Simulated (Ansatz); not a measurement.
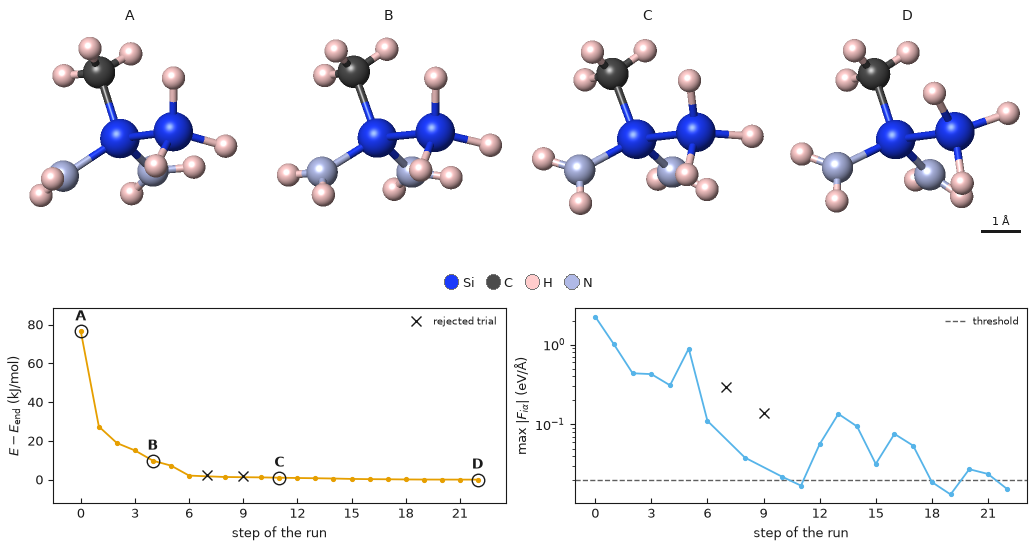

Frames of a relaxation of CH10N2Si2, marked on the history of the run. A ball-and-stick model, seen from a free direction.

The run prepares the start of a later molecular dynamics calculation, from a guessed geometry.

Computed with Ansatz, RKS PBE-D4/6-31G. Set-up: no spin polarisation; force threshold 0.02 eV/Å; at most 40 steps.

Describe the path.

The atom that moves furthest after the best rigid fit is an H atom (1.29 Å). Largest moves by element: H 1.29 Å, N 0.26 Å, C 0.22 Å, Si 0.13 Å. Some distances before and after: Si–Si 2.218 → 2.372 Å, H–Si 1.460 → 1.518 Å, C–Si 1.870 → 1.915 Å, H–N 1.060 → 1.016 Å. Among the angles between lasting bonds that change: N–Si–N 109.5° → 117.3°, H–N–H 120.0° → 114.4°, C–Si–N 109.5° → 104.3°. Groups turn about N–Si by about 70°, N–Si by about 45°, Si–Si by about 40°. The energy falls by 76.4 kJ/mol in 20 accepted moves (22 points after the start). Largest force component: 2.2 eV/Å at the start, 0.016 eV/Å at the end. The line search rejected the trial steps at points 7, 9 of the run. The forces were under the threshold at step 11, but the run went on from there. Cost: 87 s on 1 thread of Intel(R) Xeon(R) Platinum 8488C (Sapphire Rapids) (shared host), peak memory 0.17 GiB. From step 0 to 4: an H atom moves most (0.64 Å), energy −66.7 kJ/mol. From step 4 to 11: an H atom moves most (0.53 Å), energy −8.76 kJ/mol. From step 11 to 22: an H atom moves most (0.60 Å), energy −0.99 kJ/mol.

```json
{"step": "0", "E − E(0), kJ/mol": "0.00", "largest force component, eV/Å": "2.2367", "note": ""}
{"step": "1", "E − E(0), kJ/mol": "-49.04", "largest force component, eV/Å": "1.0073", "note": ""}
{"step": "2", "E − E(0), kJ/mol": "-57.56", "largest force component, eV/Å": "0.4371", "note": ""}
{"step": "3", "E − E(0), kJ/mol": "-61.38", "largest force component, eV/Å": "0.4268", "note": ""}
{"step": "4", "E − E(0), kJ/mol": "-66.67", "largest force component, eV/Å": "0.3091", "note": ""}
{"step": "5", "E − E(0), kJ/mol": "-69.20", "largest force component, eV/Å": "0.8911", "note": ""}
{"step": "6", "E − E(0), kJ/mol": "-74.34", "largest force component, eV/Å": "0.1109", "note": ""}
{"step": "7", "E − E(0), kJ/mol": "-73.97", "largest force component, eV/Å": "0.2986", "note": "rejected"}
{"step": "8", "E − E(0), kJ/mol": "-75.07", "largest force component, eV/Å": "0.0385", "note": ""}
{"step": "9", "E − E(0), kJ/mol": "-74.75", "largest force component, eV/Å": "0.1406", "note": "rejected"}
{"step": "10", "E − E(0), kJ/mol": "-75.26", "largest force component, eV/Å": "0.0221", "note": ""}
{"step": "11", "E − E(0), kJ/mol": "-75.43", "largest force component, eV/Å": "0.0172", "note": ""}
{"step": "12", "E − E(0), kJ/mol": "-75.58", "largest force component, eV/Å": "0.0566", "note": ""}
{"step": "13", "E − E(0), kJ/mol": "-75.70", "largest force component, eV/Å": "0.1356", "note": ""}
{"step": "14", "E − E(0), kJ/mol": "-75.85", "largest force component, eV/Å": "0.0944", "note": ""}
{"step": "15", "E − E(0), kJ/mol": "-76.06", "largest force component, eV/Å": "0.0321", "note": ""}
{"step": "16", "E − E(0), kJ/mol": "-76.17", "largest force component, eV/Å": "0.0762", "note": ""}
{"step": "17", "E − E(0), kJ/mol": "-76.24", "largest force component, eV/Å": "0.0543", "note": ""}
{"step": "18", "E − E(0), kJ/mol": "-76.33", "largest force component, eV/Å": "0.0190", "note": ""}
{"step": "19", "E − E(0), kJ/mol": "-76.38", "largest force component, eV/Å": "0.0133", "note": ""}
{"step": "20", "E − E(0), kJ/mol": "-76.40", "largest force component, eV/Å": "0.0275", "note": ""}
{"step": "21", "E − E(0), kJ/mol": "-76.41", "largest force component, eV/Å": "0.0240", "note": ""}
{"step": "22", "E − E(0), kJ/mol": "-76.42", "largest force component, eV/Å": "0.0157", "note": ""}
```

Limits of the set-up: the basis has no polarisation functions, which atoms past neon need.
